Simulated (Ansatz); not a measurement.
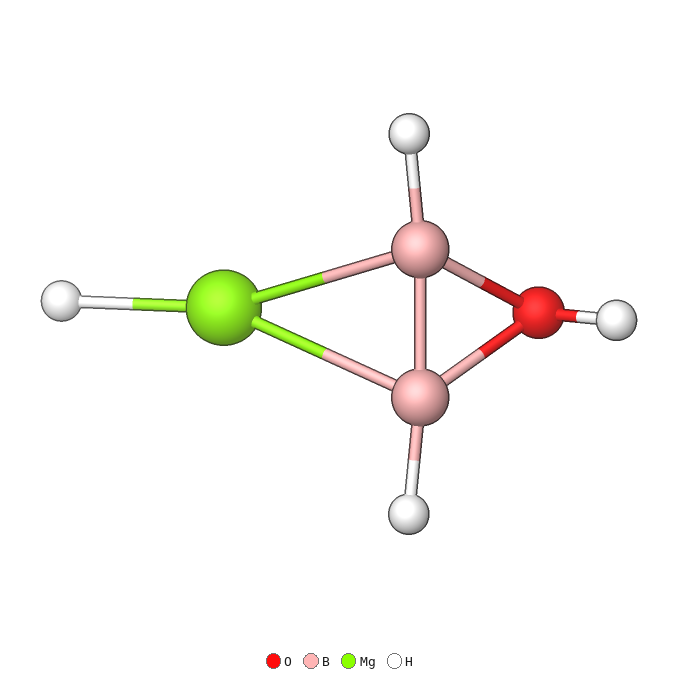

The picture shows a molecular structure as a ball-and-stick model. Every bond is drawn as one stick, whatever its order.

Identify the structure.

It has 8 atoms: 2 boron, 4 hydrogen, 1 magnesium and 1 oxygen (B2H4MgO). The point group is Cs. Coordination, clear cases only: 1 O trigonal pyramidal; 2 B see-saw.

More results for the same structure follow; atom numbers are the same in all pictures, views and colours differ. The geometry was computed by an optimisation with PBE0-D4/def2-TZVP. No frequency run is at hand to confirm it as a minimum.

## Geometry

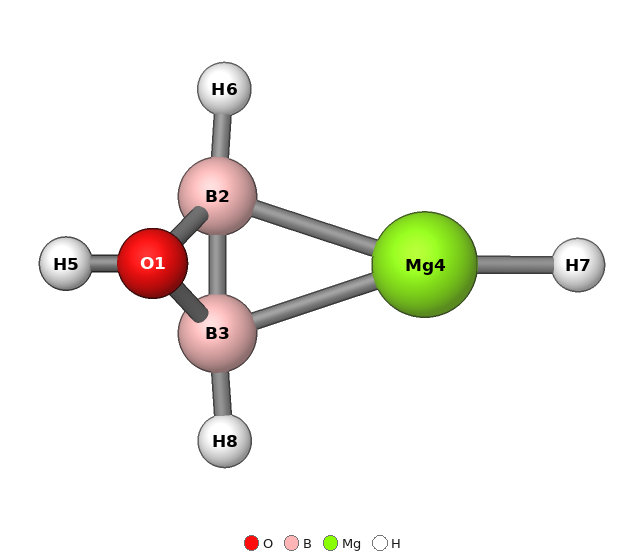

No frequency run is at hand to confirm it as a minimum.

Give the bond lengths.

| bond | length (Å) |
| --- | --- |
| O1–B2 | 1.613 |
| O1–B3 | 1.613 |
| O1–H5 | 0.963 |
| B2–B3 | 1.504 |
| B2–Mg4 | 2.400 |
| B2–H6 | 1.187 |
| B3–Mg4 | 2.401 |
| B3–H8 | 1.187 |
| Mg4–H7 | 1.708 |

## Electronic properties

No frequency run is at hand to confirm it as a minimum. Properties computed with RKS PBE0-D4/def2-TZVPP (Ansatz 0.2.0).

**What is the HOMO–LUMO gap?**

4.46 eV.

**Give the dispersion correction at this level.**

−10.5 kJ/mol.

**Give the HOMO energy (Kohn–Sham orbital) at this level.**

−5.47 eV.

## Dipole moment

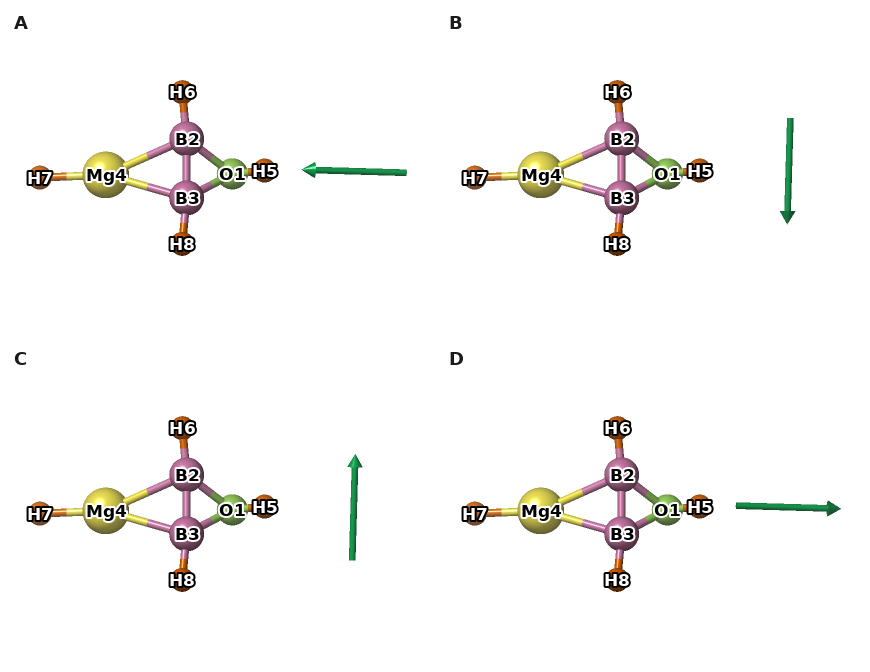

The same molecule four times, each with an arrow. No frequency run is at hand to confirm it as a minimum. Method: RKS PBE0-D4/def2-TZVP (Ansatz 0.2.0).

**Which arrow points along the dipole moment, from the negative to the positive end?**

D. The dipole moment is 1.87 D; it points from the side of H7 to the side of H5 (the outermost atoms at the two ends).

## Charges

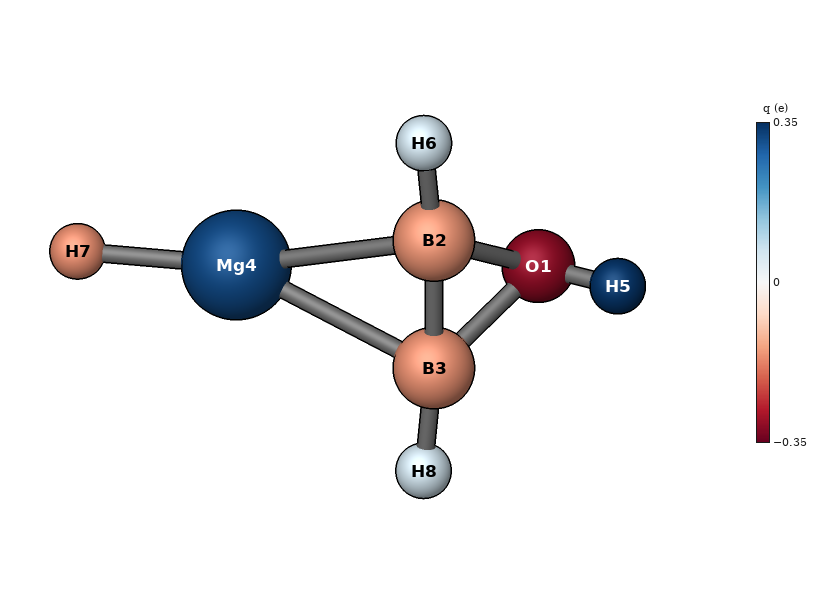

Atoms are coloured by their Mulliken charges. No frequency run is at hand to confirm it as a minimum. Level of theory: RKS PBE0-D4/def2-TZVP (Ansatz 0.2.0).

**Which atom carries the highest charge (most positive or least negative)?**

H5 (0.34 e).

**And the lowest?**

O1 (−0.31 e).

List the Mulliken charges.

```json
{"atom": "O1", "value (e)": "−0.31"}
{"atom": "B2", "value (e)": "−0.15"}
{"atom": "B3", "value (e)": "−0.16"}
{"atom": "Mg4", "value (e)": "0.31"}
{"atom": "H5", "value (e)": "0.34"}
{"atom": "H6", "value (e)": "0.06"}
{"atom": "H7", "value (e)": "−0.16"}
{"atom": "H8", "value (e)": "0.06"}
```

Mulliken values depend strongly on the basis set and can even reverse the polarity of a bond.
